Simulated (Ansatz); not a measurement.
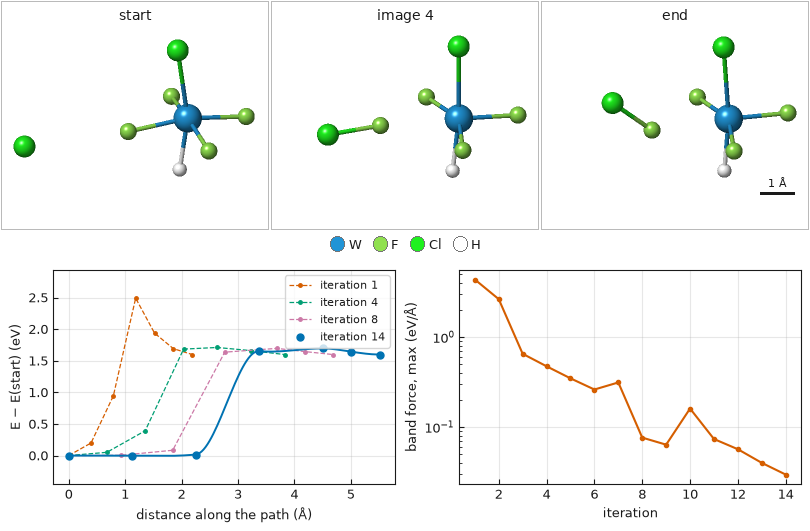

A nudged-elastic-band calculation for WHCl$_{2}$F$_{4}$ (multiplicity 2), made up at the start of WHClF4 and Cl. Images are numbered from 0 (start) to 6 (end). The plot follows the band through its iterations. A ball-and-stick model, seen at a tilt.

Method: UHF/def2-SVP (Ansatz). Run with 5 movable images; climbing image; force threshold 0.03 eV/Å; iteration limit 60; starting path through a guess of the saddle point.

Q: Did the band converge, and can the barrier be trusted?

A: The run is converged, with reservations. The band converged in 14 iterations. The largest component of the band force went from 4.4 to 0.03 eV/Å. The climbing image converged on the top of the path. Its vibrational analysis gives 3 imaginary modes over 30i cm⁻¹, so it isn't confirmed as a transition state. The first iteration put the highest image at 2.49 eV. Forward barrier 1.70 eV, backward barrier 0.10 eV, with image 4 at the top; the reaction energy is +1.60 eV.

Limits of the set-up: the start holds two separate molecules, 3.2 Å apart at their closest, whose relative position is a soft coordinate and is computed without a dispersion correction; Hartree-Fock leaves out electron correlation.
